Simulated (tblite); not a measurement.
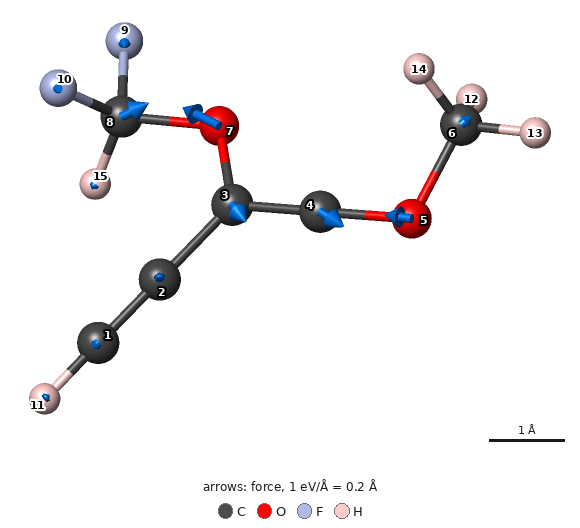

Starting geometry of C$_{6}$H$_{5}$F$_{2}$O$_{2}$ (multiplicity 2) with the computed forces as blue arrows. A ball-and-stick model, seen at a tilt.

Level of theory: tblite 0.8.0, GFN2-xTB geometry optimisation, gas phase. 

Q: Is this structure relaxed? If not, where do the atoms go?

A: It isn't relaxed: the largest force vector, on O7, is 3.45 eV/Å. The final displacements have little in common with the starting forces (cosine between the two patterns 0.10). After 111 geometry steps the energy has fallen by 16.4 kcal/mol. The largest move after the best rigid fit is that of H12, 0.84 Å. Largest moves by element: H 0.84 Å, F 0.69 Å, C 0.68 Å, O 0.62 Å. Some distances before and after: O7–C8 1.421 → 1.340 Å, C3–O7 1.367 → 1.433 Å, C4–O5 1.338 → 1.287 Å, C3–C4 1.303 → 1.335 Å. Among the angles between lasting bonds that change: C3–C4–O5 178.3° → 136.0°, C4–O5–C6 110.9° → 120.6°, C2–C3–O7 125.9° → 117.7°. Groups turn about C3–O7 by about 35°, O7–C8 by about 30°. Cost: 0.57 s on 1 thread of Arm Neoverse V2 (shared host).
